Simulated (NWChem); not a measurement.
# One shape, several levels: CH2BFN− (SMILES N#C[BH2-]F)

We compute a comparison of 5 runs (HF/def2-SVP, B2PLYP/6-31G*, B3LYP/6-31G*, PBE0/def2-SVP, wB97X/6-311+G**) of CH2BFN−. 

The results are computed with NWChem 7.3.0.

### 1 The molecule

CH2BFN−: 6 atoms, total charge -1, spin state singlet. SMILES: `N#C[BH2-]F`. The shape is that of a GFN2-xTB optimisation.

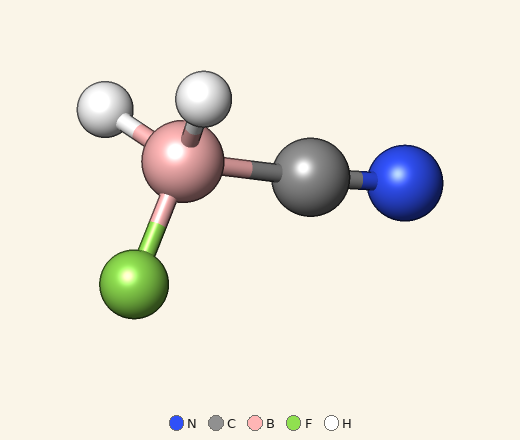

The structure, seen from a chosen angle (nitrogen blue, carbon grey, boron pink, fluorine green, hydrogen white).

### 2 Energy and gradient at HF/def2-SVP (run 1)

The input, mymol.nw:

```
start mymol
memory total 2200 mb
charge -1

geometry noautosym nocenter noautoz
  N      0.722410    -1.937290     0.820490
  C      0.334710    -0.937190     0.389970
  B     -0.120860     0.456860    -0.171960
  F     -1.451330     0.359680    -0.727330
  H      0.651130     0.794000    -1.057090
  H     -0.136070     1.263930     0.745910
end

basis spherical bse
  * library def2-SVP
end

scf
  thresh 1e-08
  maxiter 80
end

task scf gradient
```

Run with:

```sh
$ nwchem mymol.nw > mymol.out
```

The log of the run:

```text
[...]
  functions       =    66
[...]
  wavefunction    = RHF
[...]
         Total SCF energy =   -217.515868385769
      One-electron energy =   -479.437471163550
      Two-electron energy =    174.290926345861
 Nuclear repulsion energy =     87.630676431921
        Time for solution =      3.2s
[...]
                         RHF ENERGY GRADIENTS
    atom               coordinates                        gradient
                 x          y          z           x          y          z
   1 N       1.365157  -3.660947   1.550501    0.013537  -0.032729   0.014497
   2 C       0.632510  -1.771032   0.736936   -0.023161   0.058700  -0.025511
   3 B      -0.228392   0.863340  -0.324957    0.026049  -0.023934   0.017483
   4 F      -2.742616   0.679697  -1.374454   -0.005136   0.002578  -0.002897
   5 H       1.230457   1.500442  -1.997610   -0.007492  -0.001264   0.002423
   6 H      -0.257135   2.388481   1.409566   -0.003796  -0.003352  -0.005996
[...]
```

Run time: 5.4 s. Hardware: 1 thread of AMD EPYC 9R45 (Zen 5), shared host; peak memory 0.1 GiB.

### 3 The energy at B2PLYP/6-31G(d) (spherical functions) (run 2)

The input, ch2bfn.nw:

```
start ch2bfn
title "CH2BFN energy"
memory 2200 mb
charge -1

geometry noautosym nocenter noautoz
   N      0.722410    -1.937290     0.820490
   C      0.334710    -0.937190     0.389970
   B     -0.120860     0.456860    -0.171960
   F     -1.451330     0.359680    -0.727330
   H      0.651130     0.794000    -1.057090
   H     -0.136070     1.263930     0.745910
end

basis spherical bse
   N library 6-31G*
   C library 6-31G*
   B library 6-31G*
   F library 6-31G*
   H library 6-31G*
end

dft
   xc hfexch 0.53 becke88 0.47 lyp 0.73 mp2 0.27
   dftmp2 semidirect
   grid xfine
   convergence energy 1e-08
   maxiter 100
   mulliken
   noprint "final vectors analysis"
end

mp2
   freeze core 4
end

task dft energy
```

Run with:

```sh
$ nwchem ch2bfn.nw > ch2bfn.out
```

The log of the run:

```text
[...]
          Wavefunction type:  closed shell.
          No. of atoms     :     6
          No. of electrons :    30
[...]
          Charge           :    -1
          Spin multiplicity:     1
[...]
          AO basis - number of functions:    60
[...]
              XC Information
              --------------
                     Hartree-Fock (Exact) Exchange  0.530
                    Becke 1988 Exchange Functional  0.470
              Lee-Yang-Parr Correlation Functional  0.730
[...]
 d= 0,ls=0.0,diis     1   -218.3435666446 -3.06D+02  1.82D-02  7.81D-01     1.2
[...]
 d= 0,ls=0.0,diis    10   -218.4546256063 -3.42D-09  8.18D-07  8.58D-10     9.3
         Total DFT energy =     -218.454625606328
      One electron energy =     -480.221559991874
           Coulomb energy =      201.658048959345
    Exchange-Corr. energy =      -27.521791005720
 Nuclear repulsion energy =       87.630676431921
[...]
      Total Density - Mulliken Population Analysis
     ---------------------------------------------
    Atom       Charge   Shell Charges
 -----------   ------   -------------------------------------------------------
    1 N    7     7.46   2.00  0.82  2.27  0.86  1.47  0.04
    2 C    6     5.94   2.00  0.73  1.88  0.58  0.70  0.04
    3 B    5     4.68   2.00  0.51  1.48  0.22  0.39  0.09
    4 F    9     9.49   2.00  0.92  3.32  1.04  2.21  0.01
    5 H    1     1.22   0.52  0.70
    6 H    1     1.22   0.52  0.70
[...]
  Basis functions       =     60
[...]
```

Run time: 11 s. Hardware: 1 thread of AMD EPYC 9R45 (Zen 5), shared host; peak memory 0.15 GiB.

Runs 3 to 4 aren't shown in full; the table further down has their settings and results.

### 4 Energy and forces at wB97X/6-311+G(d,p) (run 5)

The input, run.py:

```python
from ase import Atoms
from ase.calculators.nwchem import NWChem

molecule = Atoms(['N', 'C', 'B', 'F', 'H', 'H'], positions=[
    [0.722410, -1.937290, 0.820490],
    [0.334710, -0.937190, 0.389970],
    [-0.120860, 0.456860, -0.171960],
    [-1.451330, 0.359680, -0.727330],
    [0.651130, 0.794000, -1.057090],
    [-0.136070, 1.263930, 0.745910],
])

calc = NWChem(
    label='work',
    theory='dft',
    memory='2200 mb',
    basis='6-311+G**',
    basispar='spherical bse',
    charge=-1,
    dft={'xc': 'wb97x', 'mult': '1', 'grid': 'fine', 'convergence': 'energy 1e-08', 'iterations': '100', 'mulliken': None},
)
molecule.calc = calc

forces = molecule.get_forces()
print("Total energy (eV):", round(molecule.get_potential_energy(), 6))
print("forces (eV/A):")
for s, f in zip(molecule.symbols, forces):
    print(f"{s:2s} {f[0]:10.5f} {f[1]:10.5f} {f[2]:10.5f}")
print("dipole (e A):", molecule.get_dipole_moment().round(4))
```

Run with:

```sh
$ export ASE_NWCHEM_COMMAND="nwchem PREFIX.nwi > PREFIX.nwo"
$ python run.py
```

The log of the run:

```text
Total energy (eV): -5955.726755
forces (eV/A):
N     0.06160   -0.27002    0.09575
C     0.26837   -0.55819    0.26626
B    -0.17982    0.83756   -0.29095
F    -0.54734   -0.14146   -0.20276
H     0.23063    0.04978   -0.00638
H     0.16656    0.08238    0.13812
dipole (e A): [ 0.1077  0.4528 -0.0713]
```

The calculator wrote work.nwi:

```
title "work"

permanent_dir work

scratch_dir work

start work

geometry units angstrom nocenter noautosym noautoz
  N  7.2241000000000000e-01 -1.9372900000000000e+00 8.2049000000000005e-01
  C  3.3471000000000001e-01 -9.3718999999999997e-01 3.8996999999999998e-01
  B  -1.2086000000000000e-01 4.5685999999999999e-01 -1.7196000000000000e-01
  F  -1.4513300000000000e+00 3.5968000000000000e-01 -7.2733000000000003e-01
  H  6.5112999999999999e-01 7.9400000000000004e-01 -1.0570900000000001e+00
  H  -1.3607000000000000e-01 1.2639300000000000e+00 7.4590999999999996e-01
end

charge -1

memory 2200 mb

basis spherical bse noprint
   * library 6-311+G**
end

dft
  xc wb97x
  mult 1
  grid fine
  convergence energy 1e-08
  iterations 100
  mulliken
end

task dft gradient
```

work.nwo:

```text
Northwest Computational Chemistry Package (NWChem) 7.3.0
             --------------------------------------------------------

           Job information
           ---------------

    nwchem branch   = 7.3.0
    use scalapack   = T
    input           = work.nwi
    prefix          = work.
    data base       = work/work.db
    status          = startup
    nproc           =        1

           Memory information
           ------------------

[... 5 lines left out ...]
    hardfail = no
[... 106 lines left out ...]
  convergence criterion.
[... 50 lines left out ...]
          Spatial weights used:  Erf1
[... 34 lines left out ...]
 1-e energy   =    -486.300710
[... 45 lines left out ...]
           Coulomb energy =      200.946593675211
[... 772 lines left out ...]
          Convergence on density requested:  1.00D-05
[... 35 lines left out ...]
          total energy or number of iterations.
[... 43 lines left out ...]
                 ----------------------------------------
                 |  Time  |  1-e(secs)   |  2-e(secs)   |
                 ----------------------------------------
                 |  CPU   |       0.01   |      19.30   |
                 ----------------------------------------
                 |  WALL  |       0.01   |      19.30   |
                 ----------------------------------------

 Task  times  cpu:       69.2s     wall:       69.2s
 Total times  cpu:       69.2s     wall:       69.2s
```

Wall time 70 s (1 thread of AMD EPYC 9R45 (Zen 5), shared host); peak memory 0.11 GiB.

### 5 Overview of the runs

```csv
run,level,task,iteration cap,energy (Eh),HOMO energy (eV),LUMO energy (eV),HOMO–LUMO gap (eV),wall time
1,HF/def2-SVP,gradient,80,-217.515868,-5.85,10.07,15.92,5.4 s
2,B2PLYP/6-31G* (spherical functions),energy,100,-218.632598,–,–,–,11 s
3,B3LYP/6-31G* (spherical functions),gradient,100,-218.839736,-1.72,6.39,8.11,14 s
4,PBE0/def2-SVP,gradient,100,-218.435318,-2.21,6.25,8.45,11 s
5,wB97X/6-311+G**,gradient,100,-218.868923,-5.14,5.25,10.39,70 s
```

### 6 Results

| quantity | value |
| --- | --- |
| run 5: total energy | -218.86892 Eh |
| run 5: HOMO energy | -5.14 eV |
| run 5: LUMO energy | 5.25 eV |
| run 5: HOMO–LUMO gap (to an unbound level, set by the basis) | 10.39 eV |
| run 5: largest force on an atom | 0.905 eV/Å |

Over runs 1, 3, 4, 5 the HOMO–LUMO gap runs from 8.11 eV (B3LYP/6-31G*) to 15.92 eV (HF/def2-SVP). The two ends differ in method and basis. The empty levels of an anion lie above zero and hang on the basis. Totals of different functionals can't be ranked against each other. All runs together took 1.8 min, the longest 70 s.
